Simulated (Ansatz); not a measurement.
Geometry relaxation, with input and output: C2H8ClGa (part 1 of 2)

- system: C2H8ClGa
- method: RHF/def2-mTZVP (Ansatz 0.2.0)

It belongs to a series of runs on one base structure; here: end point B relaxed. Figures and captions count atoms from 1; the log counts them from 0 in places.

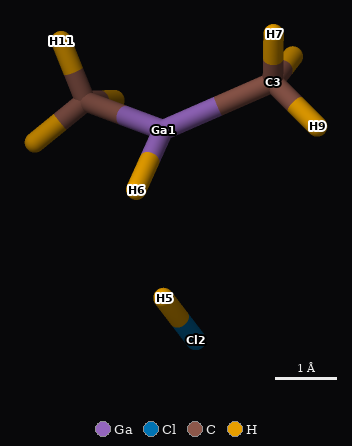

*The starting structure (stick view, seen at a tilt; atoms are numbered from 1 in the order of the input). Sticks mark near contacts.*

Results in brief:

```csv
quantity,value
outcome,converged
total energy,−67025.8312 eV
mean-field energy,−67025.8312 eV
largest force (length of the vector) at the end,0.032 eV/Å
hardware,"2 threads of Arm Neoverse V1, 24 GiB of memory available, shared host"
wall time,39 s (CPU time 73 s)
peak memory,0.27 GiB
```

The input:
```yaml
crystal:
  periodic: [false, false, false]
  atoms:
    - { symbol: Ga, position_ang: [0.453166, 0.017032, 0.069343] }
    - { symbol: Cl, position_ang: [-0.957225, -3.171332, 0.693823] }
    - { symbol: C, position_ang: [0.184067, 0.328471, -1.87787] }
    - { symbol: C, position_ang: [-0.326079, 1.204043, 1.463171] }
    - { symbol: H, position_ang: [0.275444, -2.738514, 0.747558] }
    - { symbol: H, position_ang: [1.360736, -1.165982, 0.50565] }
    - { symbol: H, position_ang: [1.059044, 0.814293, -2.303385] }
    - { symbol: H, position_ang: [-0.67034, 0.961893, -2.083385] }
    - { symbol: H, position_ang: [0.049157, -0.604378, -2.413502] }
    - { symbol: H, position_ang: [-0.276661, 0.766325, 2.452188] }
    - { symbol: H, position_ang: [0.211663, 2.148638, 1.49748] }
    - { symbol: H, position_ang: [-1.362974, 1.43951, 1.248929] }
basis:
  gaussian: { orbitals: def2-mTZVP }
hamiltonian:
  xc: hf
relax:
  f_tol: 0.03
  max_steps: 50
```

Run as:
```bash
ansatz run input.yaml --threads 2 --pin off --max-ram 3072MiB --backend cpu --events-out ev --progress --plain --runs-dir out
```

The program's output:
```
The last accepted step is kept in [file] (removed where the run ends without a failure and the disk answers)
Engine: ansatz 0.2.0, aarch64-unknown-linux-gnu
Functional definition: HF
  exchange = exact_x
  correlation = 0
1226 factors; integrals over basis functions are off by at most 7.5e-4 eV
mean field evaluation 1: about -67021.8928 eV, gradient 3.7e1 eV
mean field evaluation 2: about -67021.9992 eV, gradient 3.7e1 eV
mean field evaluation 4: about -67025.6881 eV, gradient 3.7e0 eV
mean field evaluation 8: about -67025.7320 eV, gradient 2.4e-1 eV
mean field -67025.73222025 eV, -2463.1502274211 hartree, gradient 2.6e-5 eV, S^2 0.000000; 0 other end points of the search recorded, 0 dependent functions left out
the calculation of the forces begins
reference -67025.73222025 eV, -2463.1502274211 hartree; 34, 34 occupied and 86, 86 virtual orbitals, 1226 factors
relax step   1: F+E_penalty+E_count = -67025.73222025 eV  Δ(F+E_penalty+E_count) = +0.000e0 eV  max|allowed force component| = 7.216e-1 eV/Å  Δτ_max = 0.0000 Å  (34 SCF iters, accepted)
these checks for a lower state are left out or cut short: starts, cluster_reference, orbital_swaps, neighbouring_geometries, increment
1226 factors; integrals over basis functions are off by at most 7.5e-4 eV
mean field evaluation 16: about -67025.7944 eV, gradient 8.2e-4 eV
mean field -67025.79441756 eV, -2463.1525131300 hartree, gradient 2.6e-5 eV, S^2 0.000000; 0 other end points of the search recorded, 0 dependent functions left out
[... from here on the field's lines of each further geometry are left out, up to the last ...]
relax step   2: F+E_penalty+E_count = -67025.79441756 eV  Δ(F+E_penalty+E_count) = -6.220e-2 eV  max|allowed force component| = 3.901e-1 eV/Å  Δτ_max = 0.1948 Å  (32 SCF iters, accepted)
relax step   3: F+E_penalty+E_count = -67025.79615962 eV  Δ(F+E_penalty+E_count) = -1.742e-3 eV  max|allowed force component| = 9.096e-1 eV/Å  Δτ_max = 0.1950 Å  (32 SCF iters, accepted)
relax step   4: F+E_penalty+E_count = -67025.81219109 eV  Δ(F+E_penalty+E_count) = -1.603e-2 eV  max|allowed force component| = 1.289e-1 eV/Å  Δτ_max = 0.1898 Å  (33 SCF iters, accepted)
relax step   5: F+E_penalty+E_count = -67025.81197752 eV  Δ(F+E_penalty+E_count) = +2.136e-4 eV  max|allowed force component| = 1.324e-1 eV/Å  Δτ_max = 0.0510 Å  (33 SCF iters, rejected (line search))
relax step   6: F+E_penalty+E_count = -67025.81515153 eV  Δ(F+E_penalty+E_count) = -2.960e-3 eV  max|allowed force component| = 2.753e-2 eV/Å  Δτ_max = 0.0252 Å  (32 SCF iters, accepted)
relax step   7: F+E_penalty+E_count = -67025.81736970 eV  Δ(F+E_penalty+E_count) = -2.218e-3 eV  max|allowed force component| = 1.842e-1 eV/Å  Δτ_max = 0.0974 Å  (31 SCF iters, accepted)
relax step   8: F+E_penalty+E_count = -67025.81866818 eV  Δ(F+E_penalty+E_count) = -1.298e-3 eV  max|allowed force component| = 6.248e-2 eV/Å  Δτ_max = 0.0704 Å  (32 SCF iters, accepted)
relax step   9: F+E_penalty+E_count = -67025.82143033 eV  Δ(F+E_penalty+E_count) = -2.762e-3 eV  max|allowed force component| = 6.015e-2 eV/Å  Δτ_max = 0.0961 Å  (32 SCF iters, accepted)
relax step  10: F+E_penalty+E_count = -67025.82115686 eV  Δ(F+E_penalty+E_count) = +2.735e-4 eV  max|allowed force component| = 5.871e-1 eV/Å  Δτ_max = 0.1963 Å  (33 SCF iters, rejected (line search))
relax step  11: F+E_penalty+E_count = -67025.82503591 eV  Δ(F+E_penalty+E_count) = -3.606e-3 eV  max|allowed force component| = 1.543e-1 eV/Å  Δτ_max = 0.0947 Å  (32 SCF iters, accepted)
relax step  12: F+E_penalty+E_count = -67025.82551875 eV  Δ(F+E_penalty+E_count) = -4.828e-4 eV  max|allowed force component| = 2.751e-1 eV/Å  Δτ_max = 0.0985 Å  (31 SCF iters, accepted)
relax step  13: F+E_penalty+E_count = -67025.82605667 eV  Δ(F+E_penalty+E_count) = -5.379e-4 eV  max|allowed force component| = 3.525e-1 eV/Å  Δτ_max = 0.0809 Å  (31 SCF iters, accepted)
relax step  14: F+E_penalty+E_count = -67025.83031110 eV  Δ(F+E_penalty+E_count) = -4.254e-3 eV  max|allowed force component| = 5.691e-2 eV/Å  Δτ_max = 0.0489 Å  (33 SCF iters, accepted)
relax step  15: F+E_penalty+E_count = -67025.83095325 eV  Δ(F+E_penalty+E_count) = -6.422e-4 eV  max|allowed force component| = 3.141e-2 eV/Å  Δτ_max = 0.0413 Å  (27 SCF iters, accepted)
relax step  16: F+E_penalty+E_count = -67025.83111727 eV  Δ(F+E_penalty+E_count) = -1.640e-4 eV  max|allowed force component| = 3.425e-2 eV/Å  Δτ_max = 0.0398 Å  (27 SCF iters, accepted)
the calculation of the forces begins
reference -67025.83118999 eV, -2463.1538644919 hartree; 34, 34 occupied and 86, 86 virtual orbitals, 1226 factors
relax step  17: F+E_penalty+E_count = -67025.83118999 eV  Δ(F+E_penalty+E_count) = -7.272e-5 eV  max|allowed force component| = 2.962e-2 eV/Å  Δτ_max = 0.0126 Å  (26 SCF iters, accepted)
1226 factors; integrals over basis functions are off by at most 6.4e-4 eV
mean field evaluation 128: about -67025.8265 eV, gradient 1.6e0 eV
```

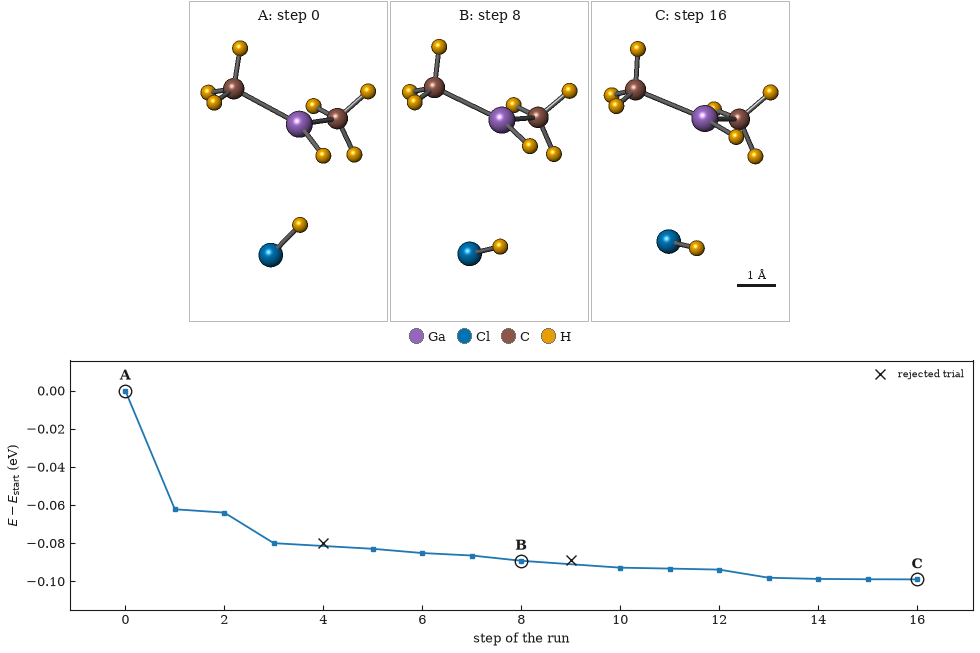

*Frames of the relaxation (ball-and-stick view, seen at a tilt) above the curves, on which the letters mark them (the first geometry is step 0 here and step 1 in the log).*

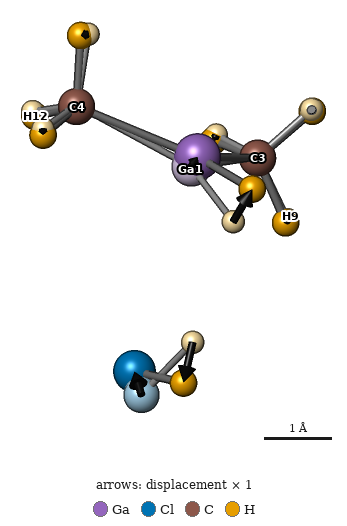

*Start (faint) and end (solid) with the displacements as black arrows, at true length (ball-and-stick view, seen at a tilt). The two geometries are laid on each other by the best rigid fit.*

After 16 geometry steps the energy has fallen by 0.099 eV. Largest force component: 0.72 eV/Å at the start, 0.03 eV/Å at the end. The line search rejected the trial steps at points 4, 9 (counted from 0) and went back. The atom that moves furthest after the best rigid fit is H5 (0.64 Å). Largest moves by element: H 0.64 Å, Cl 0.45 Å, Ga 0.19 Å, C 0.03 Å. Among the contacts that change: Ga1–H6 1.554 → 1.597 Å, Cl2–H5 1.308 → 1.280 Å, Ga1–C3 1.990 → 1.995 Å. (Atoms are counted from 1 in the order of the input.)

```
mean field -67025.83118999 eV, -2463.1538644919 hartree, gradient 1.8e-5 eV, S^2 0.000000; 1 other end points of the search recorded, 0 dependent functions left out
the calculation of the forces begins
reference -67025.83118999 eV, -2463.1538644919 hartree; 34, 34 occupied and 86, 86 virtual orbitals, 1226 factors
Total energy: -67025.83118999 eV, -2463.1538644919 hartree
Atom 0 at     0.602299     0.129371     0.056615 Å, force     0.027290    -0.010533     0.007475 eV/Å
Atom 1 at    -1.067938    -2.757190     0.587577 Å, force    -0.029624     0.011008    -0.007012 eV/Å
Atom 2 at     0.173100     0.313190    -1.882769 Å, force    -0.008133     0.001368    -0.005121 eV/Å
Atom 3 at    -0.340398     1.179052     1.466040 Å, force    -0.004402     0.009701    -0.004353 eV/Å
Atom 4 at     0.047534    -3.311533     0.884184 Å, force     0.026883    -0.012723     0.007498 eV/Å
Atom 5 at     1.835497    -0.795273     0.474352 Å, force    -0.019563     0.014613    -0.006381 eV/Å
Atom 6 at     0.984051     0.814115    -2.404866 Å, force    -0.002053    -0.001051     0.005273 eV/Å
Atom 7 at    -0.731461     0.884319    -2.057532 Å, force     0.004624    -0.005004     0.000341 eV/Å
Atom 8 at     0.052697    -0.657885    -2.351767 Å, force     0.001521     0.004057     0.002858 eV/Å
Atom 9 at    -0.317961     0.684851     2.430125 Å, force     0.001114    -0.003133    -0.001222 eV/Å
Atom 10 at     0.138497     2.147429     1.591598 Å, force     0.002403    -0.005975    -0.000021 eV/Å
Atom 11 at    -1.375919     1.369553     1.206444 Å, force    -0.000061    -0.002328     0.000666 eV/Å
Dipole moment:     0.102867    -0.157673     0.055202 e Å
```

Trajectory as extended XYZ (Å, eV, eV/Å), 17 frames, from step=1 to step=17:
```
12
Properties=species:S:1:pos:R:3:forces:R:3 step=1 energy=-67025.73222
Ga    0.4532    0.0170    0.0693   -0.3868   0.6271  -0.2209
Cl   -0.9572   -3.1713    0.6938    0.6003   0.1576   0.0370
C     0.1841    0.3285   -1.8779    0.0173  -0.0161  -0.0196
C    -0.3261    1.2040    1.4632    0.0088   0.0038   0.0302
H     0.2754   -2.7385    0.7476   -0.7216  -0.3632  -0.0006
H     1.3607   -1.1660    0.5057    0.5069  -0.4013   0.1738
H     1.0590    0.8143   -2.3034   -0.0121  -0.0139  -0.0008
H    -0.6703    0.9619   -2.0834   -0.0042   0.0112   0.0106
H     0.0492   -0.6044   -2.4135    0.0061  -0.0006  -0.0167
H    -0.2767    0.7663    2.4522   -0.0075   0.0051   0.0184
H     0.2117    2.1486    1.4975   -0.0098  -0.0141  -0.0061
H    -1.3630    1.4395    1.2489    0.0025   0.0044  -0.0052
12
Properties=species:S:1:pos:R:3:forces:R:3 step=2 energy=-67025.79442
Ga    0.4812    0.0800    0.0571   -0.0273   0.0598  -0.0216
Cl   -1.0226   -3.2852    0.7107    0.3765   0.1161   0.0218
C     0.1883    0.3505   -1.8924   -0.0310   0.0249   0.0008
C    -0.3243    1.2304    1.4664   -0.0393   0.0091  -0.0185
H     0.2173   -2.9195    0.7902   -0.3901  -0.1844  -0.0061
H     1.4647   -1.0893    0.4995    0.0922  -0.0693   0.0315
H     1.0536    0.8383   -2.3340   -0.0065  -0.0025  -0.0109
H    -0.6759    0.9717   -2.0951    0.0050   0.0104  -0.0229
H     0.0574   -0.5918   -2.4133    0.0084   0.0067   0.0179
H    -0.2703    0.7840    2.4518    0.0155  -0.0007  -0.0139
H     0.1956    2.1839    1.5091   -0.0099   0.0091   0.0150
H    -1.3651    1.4470    1.2502    0.0065   0.0208   0.0069
12
Properties=species:S:1:pos:R:3:forces:R:3 step=3 energy=-67025.79616
Ga    0.4865    0.1039    0.0518    0.0644  -0.1367   0.0435
Cl   -1.0482   -3.2480    0.6971    0.8885   0.0967   0.0987
C     0.1849    0.3644   -1.8981   -0.0269   0.0342  -0.0028
C    -0.3286    1.2448    1.4639   -0.0396   0.0176  -0.0224
H     0.2467   -3.1052    0.8416   -0.9096  -0.1272  -0.0939
H     1.4919   -1.0619    0.4964    0.0026   0.0747  -0.0183
H     1.0515    0.8430   -2.3469   -0.0056  -0.0006  -0.0133
H    -0.6765    0.9888   -2.1035    0.0058   0.0060  -0.0198
H     0.0474   -0.5819   -2.4103    0.0052   0.0076   0.0195
H    -0.2777    0.7905    2.4459    0.0143   0.0004  -0.0143
H     0.1906    2.1983    1.5164   -0.0073   0.0114   0.0177
H    -1.3687    1.4632    1.2458    0.0083   0.0159   0.0055
12
Properties=species:S:1:pos:R:3:forces:R:3 step=4 energy=-67025.81219
Ga    0.5103    0.1310    0.0485    0.0808   0.1289  -0.0225
Cl   -1.0845   -3.3868    0.7226   -0.0639   0.0276  -0.0169
C     0.1871    0.3950   -1.9016   -0.0291  -0.0443   0.0219
C    -0.3259    1.2730    1.4532   -0.0341  -0.0575  -0.0044
H     0.1803   -3.2788    0.8802    0.0837  -0.0181   0.0171
H     1.5735   -0.9789    0.4869   -0.0535  -0.0132  -0.0030
H     1.0459    0.8703   -2.3686    0.0072  -0.0154   0.0223
H    -0.6795    1.0109   -2.1111    0.0016  -0.0046   0.0244
H     0.0500   -0.5605   -2.3959   -0.0045   0.0037  -0.0487
H    -0.2744    0.8073    2.4294   -0.0140   0.0226   0.0332
H     0.1836    2.2311    1.5225    0.0225  -0.0255  -0.0208
H    -1.3665    1.4865    1.2338    0.0033  -0.0043  -0.0025
```
